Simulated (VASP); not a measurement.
Consider the following.

```
CELL_PARAMETERS angstrom
      2.87880     0.00000     0.00000
      0.00000     2.87880     0.00000
      0.00000     0.00000     2.87880
ATOMIC_POSITIONS crystal
  Al 0.50000 0.50000 0.50000
  Ni 0.00000 0.00000 0.00000
```

Method: optB86b-vdW, VASP's PBE PAW potentials (set 64) (plane waves; VASP 6.6.1). Run with 520 eV cut-off, 14×14×14 Γ-centred mesh, tetrahedra with Blöchl corrections, potentials Al Ni.

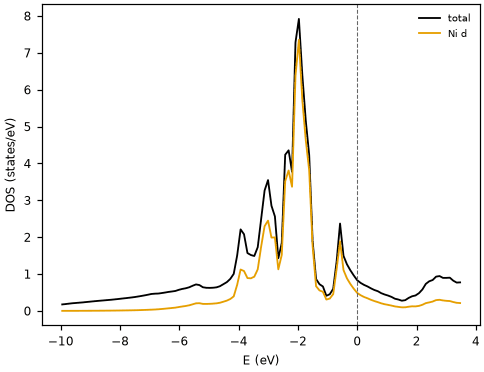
Figure. Total and projected density of states, zero at the Fermi level

Within 2 eV below the Fermi level the largest weight inside VASP's projection spheres is Ni d.

It has no gap at this level: it comes out as a metal or semimetal.

The compound is NiAl in the CsCl type structure. It was relaxed first. The run is not spin-polarised, so no magnetic state was tried. The electron count is odd and the run is not spin-polarised, which forces a metal.
